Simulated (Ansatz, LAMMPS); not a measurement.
# Static equation of state of glassy 50SiO2-43CaO-7P2O5 (mol %) (85 atoms)

Density of this cell: 2.58 g/cm³. The cell holds 85 atoms: 15 Si, 13 Ca, 4 P and 53 O. Its edges and angles: a = 10.718 Å, b = 10.723 Å, c = 10.756 Å, α = 91.9°, β = 85.5°, γ = 89.1°. The starting structure: 85 atoms (15 Si, 13 Ca, 4 P, 53 O) placed at random at 2.63 g/cm³, melted at 4000 K for 10 ps at fixed volume with the Morse and Coulomb pair potential with partial charges (Pedone, Malavasi, Menziani, Cormack and Segre, J. Phys. Chem. B 110, 11780 (2006)). Quenched from 4000 K to 300 K at 30 K/ps and fixed volume, held 10 ps at zero pressure.

Calculated with Ansatz 0.2.0: Kohn-Sham DFT, RPBE, PAW (set soft_2), plane waves; cutoff 420 eV, Γ point, fixed occupations. Cell and atoms were relaxed first, to V0 = 14.487 Å³ an atom at a residual P0 = 0.009 GPa. The cell was then scaled evenly, and the atoms were relaxed at each volume.

| volume (Å³/atom) | pressure (GPa) |
| --- | --- |
| 13.038 | ? |
| 13.618 | 3.624 |
| 14.052 | 1.729 |
| 14.922 | -1.212 |
| 15.356 | -2.048 |

**Question.** Fit the third-order Birch–Murnaghan equation to the rows given and extrapolate to the withheld row.

Worked fit:

Take the Eulerian strain f = ½[(V0/V)^(2/3) − 1] and the normalised pressure F = (P − P0) / [3f(1 + 2f)^(5/2)]. The third-order Birch–Murnaghan equation is then the line F = B0 + (3/2)B0(B′ − 4) f, so u = f and v = F.

```
      u = f  v = F (GPa)
  0.0210564      51.6103
  0.0102570      53.1208
-0.00975657      43.8180
 -0.0190504      39.6625
```

With n = 4: mean u = 6.2662e-4, mean v = 47.0529, Σ(u − ū)² = 0.0010051, Σ(u − ū)(v − v̄) = 0.33055. Slope b = 0.33055 / 0.0010051 = 328.87; intercept a = v̄ − b ū = 46.847.

So B0 = a = 46.8 GPa and B′ = 4 + 2b/(3a) = 8.68. At the withheld volume f = 0.03638, F = a + b f = 58.81 GPa, and P = P0 + 3f(1 + 2f)^(5/2) F.

Prediction at 13.038: 7.661 GPa. The run gave 5.911 GPa, so the fit is high by 1.7 GPa (30 % of the value).

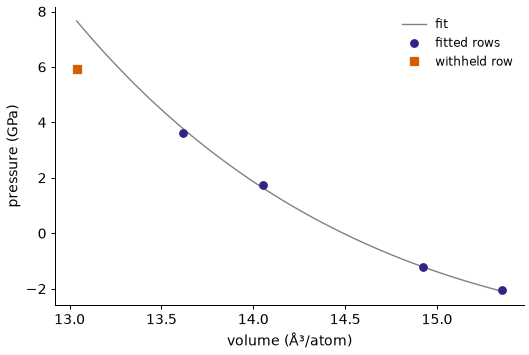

The fit, the rows that it rests on and the withheld row.

The series isn't one smooth equation of state: even a line fitted to all rows, the withheld one included, misses F by up to 11.8 %, the count of bonds changes along the series and an atom moves over 0.5 Å in some relaxation. B0 and B′ are then only the numbers of this fit, not moduli of the material. Among the rows given, the largest miss of the fit is at 13.618, by 0.15 GPa (1.9 % of the range of the table).

Limits: Static cells at zero temperature; the cell shape is held. The program notes that the SCF threshold of these relaxations is loose for the stress. The quench rate of 30 K/ps is many orders above laboratory rates, so the cell is likely richer in defects and strain than a real sample. The network of bonds at the start is that of the classical potential that made the cell, and needn't be the one that DFT or experiment would give. Only the Γ point is sampled, in a cell whose shortest periodic width is 11 Å.

[Logs are printed without paths, hosts, clocks, repeated set-up lines and the standing remarks that a program may print on its own settings, such as how far it seeks lower states.]

[Hosts, paths, dates, database ids (printed as entryN), source tags and the programs' standing remarks are cut or masked in the printed files.]
